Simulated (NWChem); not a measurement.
# C2H4BrCl (1-bromo-1-chloroethane) at M06-2X/jorge-DZP

Aim: the vertical ionisation energy of C2H4BrCl (1-bromo-1-chloroethane) at M06-2X/jorge-DZP, from 2 runs. 

The calculation is run with NWChem 7.3.0.

### 1 Starting point

The species is C2H4BrCl (8 atoms), meant as a singlet with charge 0. SMILES: `CC(Cl)Br`. Geometry: relaxed at PBE0-D4/def2-TZVP.

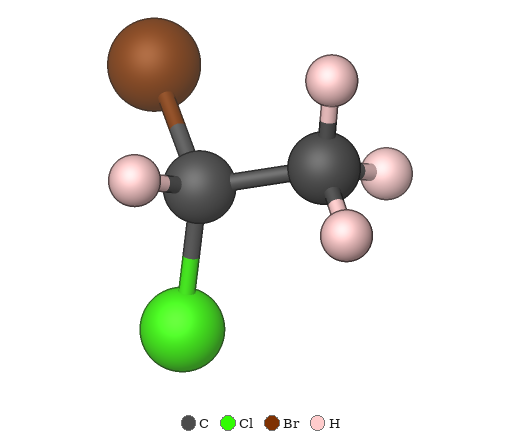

The structure, seen from a chosen angle (carbon dark grey, chlorine green, bromine brown, hydrogen pink).

### 2 The energy at M06-2X/jorge-DZP

c2h4brcl.nw

```
start c2h4brcl
memory stack 880 mb heap 220 mb global 1100 mb
geometry units au noautosym nocenter noautoz
 C      0.31237173     1.53540248     0.04308576
 C     -0.17309891    -1.25704582     0.21939720
 Cl     2.47195074    -3.01524700    -0.83034566
 Br    -3.17984215    -2.17412991    -1.69659611
 H      0.66593949     2.08947018    -1.90900133
 H     -1.32186342     2.57588568     0.74946538
 H      1.96437031     2.01690469     1.18296855
 H     -0.56616195    -1.87895469     2.13557949
end
basis "ao basis" spherical bse
 C library jorge-DZP
 Cl library jorge-DZP
 Br library jorge-DZP
 H library jorge-DZP
end
dft
 xc m06-2x
 grid fine
 convergence energy 1e-08
 maxiter 100
 mulliken
 noprint "final vectors analysis"
end
task dft energy
```

Launch:

```sh
nwchem c2h4brcl.nw > c2h4brcl.out
```

What it wrote (excerpt; [...] marks lines left out):

```text
[...]
          Wavefunction type:  closed shell.
          No. of atoms     :     8
          No. of electrons :    68
[...]
          Charge           :     0
          Spin multiplicity:     1
[...]
          AO basis - number of functions:   117
[...]
              XC Information
              --------------
                       M06-2X Method XC Functional
                     Hartree-Fock (Exact) Exchange  0.540
                        M06-2X Exchange Functional  1.000
                      M06-2X Correlation Potential  1.000
[...]
 d= 0,ls=0.0,diis     1  -3112.8182810270 -3.43D+03  1.04D-02  4.33D+01     6.5
[...]
 d= 0,ls=0.0,diis    10  -3112.9155426152 -1.07D-09  4.12D-07  1.55D-09    53.6
         Total DFT energy =    -3112.915542615205
      One electron energy =    -4958.208057535840
           Coulomb energy =     1658.960051694875
    Exchange-Corr. energy =     -132.022486577584
 Nuclear repulsion energy =      318.354949803344
[...]
      Total Density - Mulliken Population Analysis
     ---------------------------------------------
    Atom       Charge   Shell Charges
 -----------   ------   -------------------------------------------------------
    1 C    6     6.07   0.93  1.05  0.68  0.41  2.54  0.43  0.04
    2 C    6     6.38   0.93  1.05  0.69  0.68  2.37  0.58  0.09
    3 Cl  17    17.06   0.27  0.67  1.02  0.95  1.03  0.95  1.02  5.84  0.99  2.70  1.58  0.04
    4 Br  35    34.94   0.38  0.72  0.85  1.04  0.97  2.01  0.92  1.05  2.88  2.43  1.15  5.54  2.11  2.90  8.18  1.81  0.00
    5 H    1     0.90   0.73  0.15  0.02
    6 H    1     0.91   0.73  0.16  0.02
    7 H    1     0.90   0.73  0.15  0.02
    8 H    1     0.84   0.73  0.09  0.02
[...]
```

Wall time 54 s (1 thread of Intel Xeon Platinum 8259CL at 2.50GHz (Skylake/Cascade Lake), shared host); peak memory 0.12 GiB.

### 3 The doublet cation, same level

test.nw

```
START test
memory 2200 mb
charge 1

GEOMETRY noautosym nocenter noautoz
 C     0.165300    0.812500    0.022800
 C    -0.091600   -0.665200    0.116100
 Cl    1.308100   -1.595600   -0.439400
 Br   -1.682700   -1.150500   -0.897800
 H     0.352400    1.105700   -1.010200
 H    -0.699500    1.363100    0.396600
 H     1.039500    1.067300    0.626000
 H    -0.299600   -0.994300    1.130100
END

BASIS spherical bse
 * library jorge-DZP
END

DFT
 xc m06-2x
 mult 2
 grid fine
 convergence energy 1e-08
 iterations 100
 mulliken
 noprint "final vectors analysis"
END

TASK dft energy
```

Launch:

```sh
nwchem test.nw > test.out
```

What it wrote (excerpt; [...] marks lines left out):

```text
[...]
          Wavefunction type:  spin polarized.
          No. of atoms     :     8
          No. of electrons :    67
[...]
          Charge           :     1
          Spin multiplicity:     2
[...]
          AO basis - number of functions:   117
[...]
              XC Information
              --------------
                       M06-2X Method XC Functional
                     Hartree-Fock (Exact) Exchange  0.540
                        M06-2X Exchange Functional  1.000
                      M06-2X Correlation Potential  1.000
[...]
 d= 0,ls=0.0,diis     1  -3112.1384384128 -3.43D+03  1.22D-02  1.34D+01     8.5
[...]
 d= 0,ls=0.0,diis    26  -3112.5172436884 -7.26D-09  1.60D-06  3.69D-09   193.6
[...]
         Total DFT energy =    -3112.517243688440
      One electron energy =    -4939.896762854098
           Coulomb energy =     1640.707290736418
    Exchange-Corr. energy =     -131.682744130140
 Nuclear repulsion energy =      318.354972559381
[...]
      Total Density - Mulliken Population Analysis
     ---------------------------------------------
    Atom       Charge   Shell Charges
 -----------   ------   -------------------------------------------------------
    1 C    6     6.07   0.93  1.05  0.68  0.43  2.55  0.40  0.04
    2 C    6     6.47   0.93  1.05  0.70  0.71  2.36  0.63  0.09
    3 Cl  17    16.88   0.27  0.67  1.02  0.95  1.03  0.97  1.02  5.83  0.97  2.70  1.40  0.04
    4 Br  35    34.27   0.38  0.72  0.85  1.05  0.97  2.01  1.01  0.97  2.88  2.43  1.14  5.55  2.07  2.25  8.18  1.81  0.00
    5 H    1     0.86   0.72  0.12  0.02
    6 H    1     0.87   0.72  0.12  0.02
    7 H    1     0.83   0.71  0.10  0.02
    8 H    1     0.76   0.70  0.04  0.02
[...]
      <S2> =      0.7525 (Exact =     0.7500)
[...]
```

It took 3.2 min on 1 thread of Intel Xeon Platinum 8259CL at 2.50GHz (Skylake/Cascade Lake), shared host; peak memory 0.12 GiB.

### 4 Summary of results

Level: M06-2X/jorge-DZP.

| quantity | value |
| --- | --- |
| singlet C2H4BrCl: total energy | -3112.91554 Eh |
| singlet C2H4BrCl: dipole moment | 2.23 D |
| doublet cation: total energy | -3112.51724 Eh |
| doublet cation: ⟨S²⟩ | 0.752 |
| vertical ionisation energy (to the doublet cation) | 10.838 eV |

What this shows: The vertical ionisation energy comes to 10.84 eV (250 kcal/mol).
